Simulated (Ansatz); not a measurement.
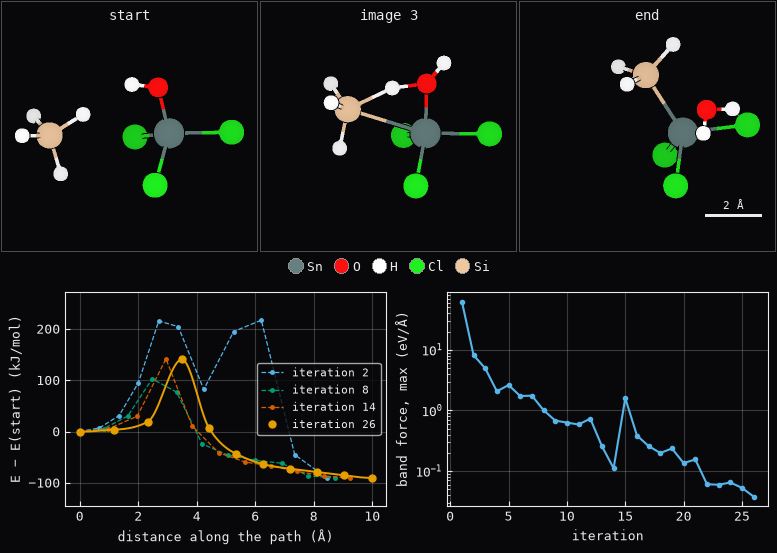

NEB run on SnSiH₅OCl₃. Images are numbered from 0 (start) to 10 (end). The plot follows the band through its iterations. A ball-and-stick model, seen from a free direction.

These are results of RKS PBE0/def2-SVP (Ansatz), not measurements. Run with 9 movable images; climbing image; force threshold 0.05 eV/Å; iteration limit 51; starting path through a guess of the saddle point.

Judge this run.

The result is final at these settings. The band converged in 26 iterations. The largest component of the band force went from 63 to 0.038 eV/Å. The climbing image converged on the top of the path. Its vibrational analysis gives one imaginary mode (1394i cm⁻¹), as a transition state must have. The first iteration put the highest image at 1057.1 kJ/mol. The energy climbs by 140.5 kJ/mol to image 3 and then falls by 231.0 kJ/mol, so the end point sits at −90.5 kJ/mol.
